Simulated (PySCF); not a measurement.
C9H9 (SMILES C=Cc1ccccc1[CH2+]) (charge +1)

```yaml
atoms:
  - { symbol: C, position_ang: [2.8411, 0.3276, -0.5194] }
  - { symbol: C, position_ang: [1.8353, -0.3085, 0.1003] }
  - { symbol: C, position_ang: [0.4495, 0.0711, 0.0197] }
  - { symbol: C, position_ang: [0.0723, 1.3721, -0.3112] }
  - { symbol: C, position_ang: [-1.2523, 1.7690, -0.3050] }
  - { symbol: C, position_ang: [-2.2827, 0.8734, 0.0380] }
  - { symbol: C, position_ang: [-1.9739, -0.4144, 0.3523] }
  - { symbol: C, position_ang: [-0.6108, -0.8850, 0.3234] }
  - { symbol: C, position_ang: [-0.3817, -2.2138, 0.4944] }
  - { symbol: H, position_ang: [2.6902, 1.1687, -1.1755] }
  - { symbol: H, position_ang: [3.8570, -0.0132, -0.4116] }
  - { symbol: H, position_ang: [2.0706, -1.1769, 0.6990] }
  - { symbol: H, position_ang: [0.8346, 2.1024, -0.5341] }
  - { symbol: H, position_ang: [-1.5016, 2.7924, -0.5463] }
  - { symbol: H, position_ang: [-3.3057, 1.2155, 0.0492] }
  - { symbol: H, position_ang: [-2.7473, -1.1230, 0.6079] }
  - { symbol: H, position_ang: [-1.1997, -2.8908, 0.6888] }
  - { symbol: H, position_ang: [0.5964, -2.6602, 0.4187] }
```

Geometry: GFN2-xTB.

These are results of PySCF, PBE0/pcSseg-1, SCF density, gas phase, non-relativistic, not measurements.

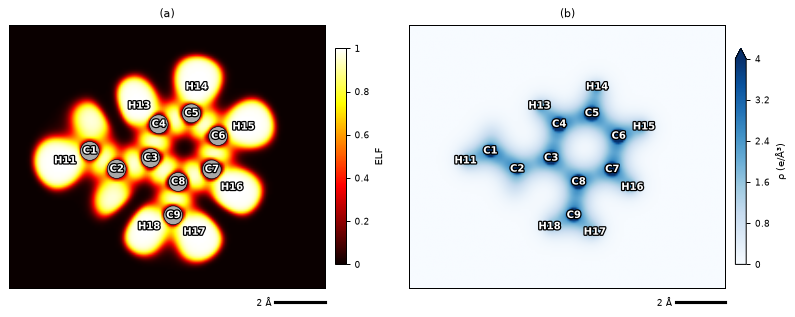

Figure 1. (a) electron localisation function; (b) total electron density on the plane of atoms C8, C7 and H16. Grey discs cover the atomic cores in the ELF map.

**Describe what can be read from this map.**

Atoms in the plane: C and H. C–C (1.34 Å): ρ at the midpoint is about 2.3 e/Å³; the ELF peaks at about 0.95 between the atoms (a short, multiple covalent bond). C–H (1.08 Å): ρ is about 2.1 e/Å³ halfway; the ELF climbs to about 1 towards the hydrogen, as it does in any bond to H: an ordinary covalent bond to hydrogen. C–C (1.38 Å): the density is about 2.1 e/Å³ at the midpoint; the ELF peaks at about 0.95 between the atoms, as expected for localised, covalent bonding. C–C (1.44 Å): the density is about 1.9 e/Å³ at the midpoint; the ELF peaks at about 0.95 between the atoms: localised, covalent bonding.

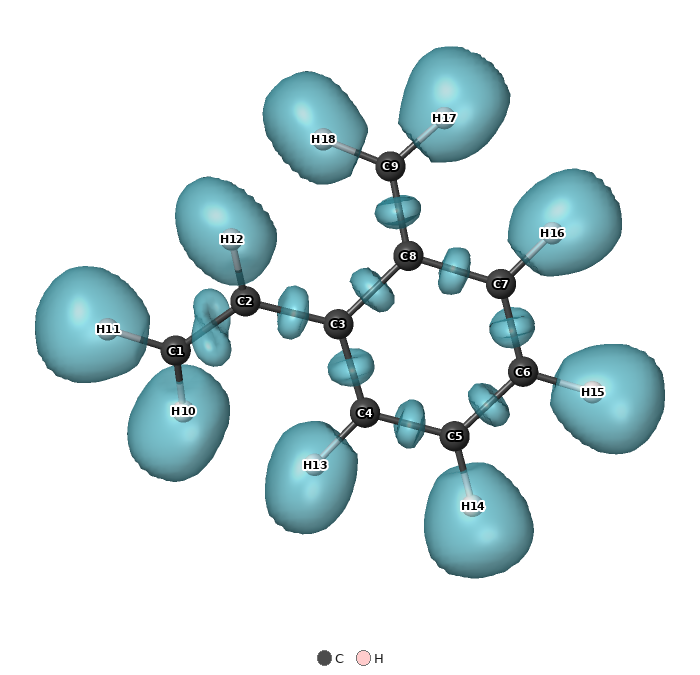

Figure 2. Isosurface of the ELF at 0.85 (cyan), seen at a tilt. Core shells and regions of very low density are left out.

**Where are the electrons localised?**

The surface consists of nine regions between bonded C–C atoms (shared pairs) and nine regions around hydrogen nuclei.
